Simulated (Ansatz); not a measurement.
# W2N monolayer under uniaxial strain along a, the zigzag direction, with the width clamped, part 2 of 2

Wanted: the shifts of the zone-centre modes of W2N monolayer with strain.

Ansatz 0.2.0; DFT PBE, scalar-relativistic, plane waves, PAW; PAW set soft_1.

So far, highest optical mode at the zone centre (no LO-TO term) (cm⁻¹): step 5 (modes at rest) 574.

## 7. Zone-centre modes of the member: uniaxial strain of +5 % along a, the zigzag direction, with the width clamped

The zone-centre modes follow for uniaxial strain of +5 % along a, the zigzag direction, with the width clamped.

input.yaml reads:

```yaml
crystal:
  lattice:
    - [2.9186573053, 0.0, 0.0]
    - [-1.4593286527, 2.4072679729, 0.0]
    - [0.0, 0.0, 29.6237063742]
  atoms:
    - { symbol: "N", position: [0.0, 0.0, 0.3375674831] }
    - { symbol: W, position: [0.3409123853, 0.6818247706, 0.3846522305] }
    - { symbol: W, position: [0.6590876147, 0.3181752294, 0.2904827357] }
  periodic: [true, true, false]
kpoints:
  mp_grid: { grid: [18, 18, 1] }
hamiltonian:
  xc: pbe
  pseudopotentials: { kind: paw, azcp: { folder: soft_1 } }
scf:
  occupations: { method: methfessel_paxton, width: 0.2 }
output:
  eigenvalues: true
phonons:
  method: dfpt
```

Started as:

```bash
> ansatz run input.yaml --threads 4 --pin off --max-ram 16384MiB --backend cpu --events-out ev --progress --plain --runs-dir out
```

Numbers of over 12 decimals in the logs are rounded to 6 here.

Log:

```text
[...]
Crystal: 3 atoms, lattice volume = 208.136 Å³
Basis set: ecut = 420 eV, 4083 PW (Γ), exchange–correlation on 40×40×400 points (8 copies of the dense FFT grid, shifted against one another)
Bands: 21, of which v1, the nominal top of the filled ones, is band 17 counted from 1 (16 counted from 0)
Symmetry: 4 space group operations
k-points: 91 of 324 (irreducible under 2 space group operations, time reversal used)
[...]
SCF iter   1: F=—  HF=-21154.757282 eV  |F-HF|=—  |Δ(HF+E_count)|=         —  Δρ=5.34e-2  dr2=8.13e0  ethr=3.10e-3  ⟨swp⟩=11.5  Hψ=15546  notcnv=0
[...]
SCF iter   2: F=—  HF=-21153.351372 eV  |F-HF|=—  |Δ(HF+E_count)|=    1.41e0  S|Δr|=    0.00e0  Δρ=3.49e-2  dr2=2.42e0  ethr=3.10e-3  ⟨swp⟩=11.6  Hψ=24409  notcnv=0
automatic band count: the SCF goes on with 25 bands, as 21 were too few: they end inside the smearing window of the response
SCF iter   3: F=—  HF=-21152.858014 eV  |F-HF|=—  |Δ(HF+E_count)|=   4.93e-1  S|Δr|=    0.00e0  Δρ=4.15e-3  dr2=4.14e-2  ethr=3.10e-3  ⟨swp⟩=3.3  Hψ=5673  notcnv=0  defer=164
[...]
SCF iter  12: F=-21152.862560 eV  HF=-21152.862560 eV  |F-HF|=7.28e-12  |Δ(HF+E_count)|=  3.78e-10  S|Δr|=    0.00e0  Δρ=2.16e-8  dr2=6.62e-13  ethr=1.00e-12  ⟨swp⟩=26.1  Hψ=20680  notcnv=0
SCF 1 converged in 12 iterations: F = -21152.862560 eV  dr2 = 6.62e-13
[...]
SCF converged after 12 iterations
[...]
Free energy (F): -21152.862560 eV
[...]
Internal energy: -21152.862205 eV  (E = F + TS)
E sigma→0 (E₀):  -21152.862471 eV
Entropy (-TS):   -0.000355 eV (-0.118 meV/atom)
Fermi energy:    -5.190269 eV
[...]
--- Band table (eV; the first three rows and the last of 91) ---
  k-point 0: bands = [... 13 lower, -6.8429, -6.7639, -6.5044, -5.8755, -5.7823, -5.0189, -4.1688, -4.0621, ... 4 higher]
  k-point 1: bands = [... 13 lower, -6.7237, -6.6972, -6.6511, -6.3098, -5.4692, -5.0694, -4.2464, -4.0651, ... 4 higher]
  k-point 2: bands = [... 13 lower, -7.2169, -6.7212, -6.3706, -6.3304, -5.3397, -5.0989, -4.4935, -3.8765, ... 4 higher]
  k-point 90: bands = [... 13 lower, -7.0890, -7.0675, -6.5100, -4.9636, -4.0803, -3.4700, -2.6335, -2.0137, ... 4 higher]
  ° read free of the cell's end (the report's vacuum.weakly_bound_levels)
[...]
ASR residual: 8.976e-5 → 0.000e0 eV/Å²; symmetrization residual: 8.202e-6 eV/Å²
[...]
ASR residual per site (eV/Å²): 2.03e-5 8.98e-5 8.97e-5
  Γ frequencies (cm⁻¹): 0.00 0.00 0.00 71.50 80.32 139.10 210.19 257.30 602.23
[...]
```

The job ended after 2.4 min (4 threads of Arm Neoverse V1, shared host; peak memory 1.4 GiB; 9.2 min of CPU time).

This step gave:

```yaml
sum_rule_residual_before_enforcement: 8.98e-5 eV/Å²
point_group: 2/m
highest_optical_mode_at_the_zone_centre_no_lo_to_term: 602.2 cm⁻¹
lowest_optical_zone_centre_mode: 71.5 cm⁻¹
```

Patterns of degenerate modes are one choice out of their space. Modes at Γ, with each element's share of the kinetic energy:

```tsv
mode	frequency (cm⁻¹)	symmetry	N %	W %
1	0.0	acoustic	4	96
2	0.0	acoustic	4	96
3	0.0	acoustic	4	96
4	71.5	Bg	0	100
5	80.3	Ag	0	100
6	139.1	Ag	0	100
7	210.2	Bu	96	4
8	257.3	Au	96	4
9	602.2	Bu	96	4
```

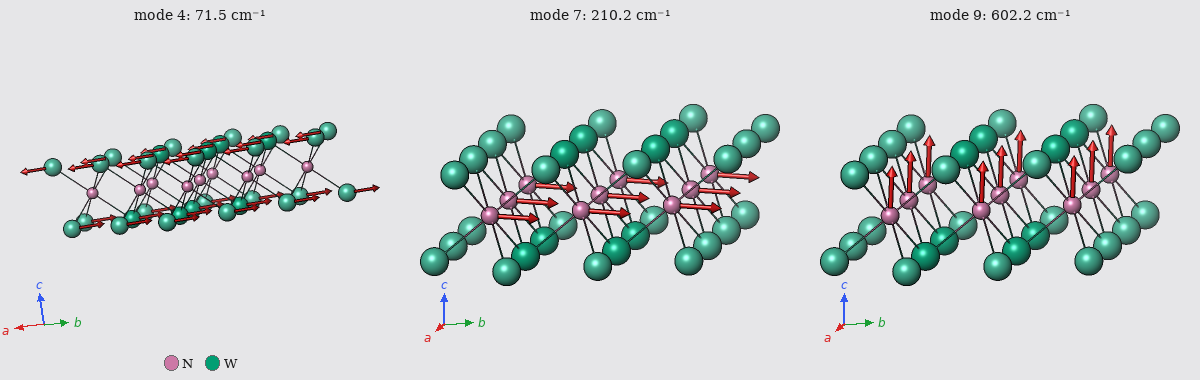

Displacement patterns of modes 4, 7 and 9 at Γ; arrows are exaggerated. 2×2×1 cells are drawn. Some periodic images of atoms are drawn too.

The lowest optical mode is real, 71.5 cm⁻¹, and the highest lies at 602.2 cm⁻¹.

Between step 5 and this run (strain 5 %) the value for the highest optical mode at the zone centre (no LO-TO term) moves from 574 cm⁻¹ to 602 cm⁻¹ (+5 %).

## 8. A member of the series: uniaxial strain of -3 % along a, the zigzag direction, with the width clamped

The cell takes a uniaxial strain of -3 % along a, the zigzag direction, with the width clamped. The cell is held, and the atoms relax in it.

input.yaml, the sections that differ from step 7:

```yaml
crystal:
  lattice:
    - [2.6962834156, 0.0, 0.0]
    - [-1.3481417078, 2.4072679729, 0.0]
    - [0.0, 0.0, 29.6237063742]
  atoms:
    - { symbol: "N", position: [0.0, 0.0, 0.3375674831] }
    - { symbol: W, position: [0.3314852803, 0.6629705605, 0.3873253216] }
    - { symbol: W, position: [0.6685147197, 0.3370294395, 0.2878096446] }
  periodic: [true, true, false]
output:
  forces: true
  stress: true
  eigenvalues: true
relax:
  adjacent_minimum: "off"
  f_tol: 0.001
  max_steps: 60
# kpoints, hamiltonian, scf: as in step 7
# phonons: removed
```

Log:

```text
[...]
Crystal: 3 atoms, lattice volume = 192.278 Å³
Basis set: ecut = 420 eV, 3779 PW (Γ), exchange–correlation on 40×40×400 points (8 copies of the dense FFT grid, shifted against one another)
Bands: 21, of which v1, the nominal top of the filled ones, is band 17 counted from 1 (16 counted from 0)
Symmetry: 4 space group operations
[...]
--- Relaxed structure (5 steps of the walk, 5 accepted, 0 SCFs on fresh bases) ---
  F+E_penalty+E_count = -21152.91261029 eV   max|allowed force component| = 7.730e-5 eV/Å
  cell:  # Å, volume = 192.2779 Å³
    - [2.6962834156, 0.0, 0.0]
    - [-1.3481417078, 2.4072679729, 0.0]
    - [0.0, 0.0, 29.6237063742]
  atoms:
    - { symbol: N, position: [0, 0, 0.3375674831] }
    - { symbol: W, position: [0.330420, 0.660840, 0.387597] }
    - { symbol: W, position: [0.669580, 0.339160, 0.287538] }
[key lines of the parts left out:]
SCF converged after 2 iterations
Free energy (F): -21152.912610 eV
Fermi energy:    -5.348979 eV
P = ½ c Tr σ = 6.1107 N/m
```

Wall time 31 s (4 threads); peak memory 0.59 GiB.

Relaxation path:

```tsv
step	energy less that of the first step (eV)	largest force component (eV/Å)
1	0.0000	0.1383
2	-0.0012	0.0126
3	-0.0013	0.0066
4	-0.0013	0.0001
5	-0.0013	0.0001
```

The run keeps the 4 symmetry operations that it works with, so distortions that break them were not tested.

The relaxed structure:

```xyz
3
Lattice="2.6963 0.0000 0.0000 -1.3481 2.4073 0.0000 0.0000 0.0000 29.6237" Properties=species:S:1:pos:R:3
N     0.0000    0.0000   10.0000
W     0.0000    1.5908   11.4821
W     1.3481    0.8164    8.5179
```

This step gave:

* area per atom: 2.164 Å²

The largest force component left is 0.077 meV/Å.

## 9. Modes of this member: uniaxial strain of -3 % along a, the zigzag direction, with the width clamped

The zone-centre modes follow for uniaxial strain of -3 % along a, the zigzag direction, with the width clamped.

input.yaml, the sections that differ from step 8:

```yaml
crystal:
  lattice:
    - [2.6962834156, 0.0, 0.0]
    - [-1.3481417078, 2.4072679729, 0.0]
    - [0.0, 0.0, 29.6237063742]
  atoms:
    - { symbol: "N", position: [0.0, 0.0, 0.3375674831] }
    - { symbol: W, position: [0.3304201584, 0.6608403168, 0.3875969496] }
    - { symbol: W, position: [0.6695798416, 0.3391596832, 0.2875380166] }
  periodic: [true, true, false]
output:
  eigenvalues: true
phonons:
  method: dfpt
# kpoints, hamiltonian, scf: as in step 8
# relax: removed
```

Log:

```text
[...]
Crystal: 3 atoms, lattice volume = 192.278 Å³
Basis set: ecut = 420 eV, 3779 PW (Γ), exchange–correlation on 40×40×400 points (8 copies of the dense FFT grid, shifted against one another)
Bands: 21, of which v1, the nominal top of the filled ones, is band 17 counted from 1 (16 counted from 0)
Symmetry: 4 space group operations
[...]
k-point 2: bands = [... 13 lower, -7.7898, -6.8296, -6.5648, -6.1744, -5.4710, -5.2093, -4.3338, -3.0596]
  k-point 90: bands = [... 13 lower, -7.4675, -7.1142, -6.6678, -5.2153, -4.1138, -3.6151, -2.3344, -1.7396]
[...]
ASR residual: 6.817e-5 → 0.000e0 eV/Å²; symmetrization residual: 1.143e-5 eV/Å²
[...]
ASR residual per site (eV/Å²): 6.82e-5 5.67e-5 5.32e-5
  Γ frequencies (cm⁻¹): 0.00 0.00 0.00 82.82 90.86 157.68 320.72 336.43 556.19
[...]
[key lines of the parts left out:]
SCF converged after 11 iterations
Free energy (F): -21152.912610 eV
Fermi energy:    -5.348980 eV
```

It took 2.2 min on 4 threads; peak memory 1.3 GiB.

This step gave:

```
sum-rule residual before enforcement                    : 6.82e-5 eV/Å²
highest optical mode at the zone centre (no LO-TO term) : 556.2 cm⁻¹
lowest optical zone-centre mode                         : 82.82 cm⁻¹
```

Patterns of degenerate modes are one choice out of their space. The modes at Γ (shares of kinetic energy by element, %):

```tsv
mode	frequency (cm⁻¹)	symmetry	N %	W %
1	0.0	acoustic	4	96
2	0.0	acoustic	4	96
3	0.0	acoustic	4	96
4	82.8	Ag	0	100
5	90.9	Bg	0	100
6	157.7	Ag	0	100
7	320.7	Bu	96	4
8	336.4	Au	96	4
9	556.2	Bu	96	4
```

The lowest optical mode is real, 82.8 cm⁻¹, and the highest lies at 556.2 cm⁻¹.

Between step 5 and this run (strain -3 %) the value for the highest optical mode at the zone centre (no LO-TO term) moves from 574 cm⁻¹ to 556 cm⁻¹ (-3 %).

## 10. All members side by side

The members are set side by side, also those not shown above.

Energies are extrapolated to zero smearing, and E0 is that at rest; the cell is clamped and the atoms are relaxed; all runs use 18×18×1 k points and Methfessel-Paxton smearing of 0.2 eV. State of the crystal along the series:

```tsv
strain (%)	E - E0 (meV/atom)
-3	17.45
-2	7.471
-1	1.809
0	0
1	1.617
2	6.24
3	13.52
4	22.98
5	34.26
```

Optical modes are counted from below at rest and tracked from member to member by their patterns, and modes that stay within 0.3 cm⁻¹ of each other stand once; labels, where given, are those at rest, then, where named, those of the strained cell; the cell is clamped and the atoms are relaxed; all runs use 18×18×1 k points and Methfessel-Paxton smearing of 0.2 eV. Optical modes along the series:

```tsv
strain (%)	optical mode 1 Eg to Bg single part (cm⁻¹)	optical mode 2 Eg to Ag single part (cm⁻¹)	optical mode 3 A1g to Ag (cm⁻¹)	optical mode 4 Eu to Bu single part (cm⁻¹)	optical mode 5 Eu to Au single part (cm⁻¹)	optical mode 6 A2u to Bu (cm⁻¹)
-3	90.86	82.82	157.7	320.7	336.4	556.2
-2	90.4	85.03	154.6	316.8	326	562
-1	89.56	86.78	151.2	312	315.4	568.1
0	88.1	88.1	147.1	305.6	305.6	573.9
1	85.93	88.81	142.6	296.3	297.2	579.5
2	82.96	88.36	138.7	282.7	289.5	585.2
3	79.07	86.41	136.7	263.5	281	591.3
4	74.94	83.42	137.2	238.4	271.1	597.5
5	71.5	80.32	139.1	210.2	257.3	602.2
```

Value and slope at zero strain of a cubic (a lower polynomial where under five rows exist) through the rows within 2 % of rest. Slopes at rest:

```tsv
mode	frequency (cm⁻¹)	shift per percent of strain (cm⁻¹)
optical mode 1 Eg to Bg single part	88.1	-1.8
optical mode 2 Eg to Ag single part	88.1	1.08
optical mode 3 A1g to Ag	147	-4.44
optical mode 4 Eu to Bu single part	305.6	-7.66
optical mode 5 Eu to Au single part	305.7	-9.07
optical mode 6 A2u to Bu	573.8	5.68
```

## 11. What came out

| Quantity | Value |
| --- | --- |
| members | 9 |
| highest optical mode at the zone centre (no LO-TO term), at rest | 573.9 cm⁻¹ |
| optical mode 3 A1g to Ag, shift per percent | -4.44 cm⁻¹ |
| optical mode 4 Eu to Bu single part, shift per percent | -7.66 cm⁻¹ |
| optical mode 5 Eu to Au single part, shift per percent | -9.07 cm⁻¹ |
| optical mode 6 A2u to Bu, shift per percent | 5.68 cm⁻¹ |

**Reading.** The strain lowers the symmetry: the level at 305.6 cm⁻¹ splits, into 210.2 and 257.3 cm⁻¹ at +5 %. Within 2 % of rest optical mode 1 Eg to Bg single part, optical mode 2 Eg to Ag single part and optical mode 4 Eu to Bu single part bend away from a straight line, so a single slope holds only near rest. The fastest shift in the table of slopes is -9.1 cm⁻¹ for each percent (optical mode 5 Eu to Au single part). The width is clamped, so the contraction across the strain that a free sheet shows is left out. These are harmonic frequencies at zero temperature: anharmonic shifts, linewidths and thermal expansion are left out. Spin-orbit coupling is left out, which can matter for the heavy elements here. With no gap, or one that is small against the smearing, the frequencies hang on the k mesh and the smearing, most of all near Kohn anomalies. The runs are without spin polarisation, although the cell has an odd electron count. The starting cell was built on a prototype and not taken from a measurement. Only the zone centre was solved, so an instability at another wavevector cannot show here.

[Logs are printed without paths, hosts, clocks, repeated set-up lines and the standing remarks that a program may print on its own settings, such as how far it seeks lower states.]

[Hosts, paths, dates, database ids (printed as entryN), source tags and the programs' standing remarks are cut or masked in the printed files.]
